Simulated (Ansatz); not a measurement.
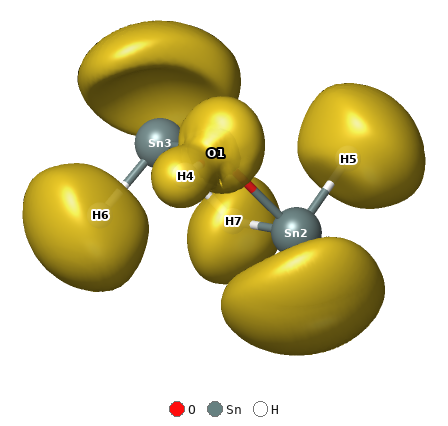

*H$_{4}$OSn$_{2}$. Isosurface of the ELF at 0.75 (yellow), seen from one side. Only the valence region is drawn (cores and ρ < 0.01 e/Å³ removed).*

Geometry: PBE0-D3(BJ)/def2-SVP; core potentials replace the inner electrons of Sn.

Computed with isolated molecule in a Gaussian basis; Kohn-Sham density functional theory, functional PBE0 in Ansatz.

Input

```
crystal:
  periodic: [false, false, false]
  atoms:
    - {symbol: O, position_ang: [-1.405511, 1.886662, -1.441078]}
    - {symbol: Sn, position_ang: [-2.834841, 0.251771, -1.774400]}
    - {symbol: Sn, position_ang: [0.255478, 0.537442, -0.908287]}
    - {symbol: H, position_ang: [-1.226881, 2.342893, -2.273188]}
    - {symbol: H, position_ang: [-3.114509, 0.197976, -0.018675]}
    - {symbol: H, position_ang: [0.736111, 0.515119, -2.637273]}
    - {symbol: H, position_ang: [-1.170754, -0.741199, -1.423280]}
basis:
  gaussian:
    orbitals: def2-TZVPD
hamiltonian:
  xc: pbe0
output: {forces: true, orbitals: {seedname: orbitals}}
```

Run with:

```sh
ansatz run input.yaml --threads 2 --pin off --max-ram 4350MiB --events-out events.jsonl --progress --plain --runs-dir runs
```

**Describe the localisation domains.**

The ELF exceeds this value in three regions around hydrogen nuclei, two lobes on Sn, pointing away from the bonds (lone pairs) and one joined region spread over several atoms (H, O), in which their bonds and any lone pairs are merged. Profiles from the grid: Sn–O (2.20 Å): the ELF is about 0.15 at the midpoint. O–H (0.97 Å): the ELF climbs to about 1 towards the hydrogen, as it does in any bond to H: an ordinary covalent bond to hydrogen.
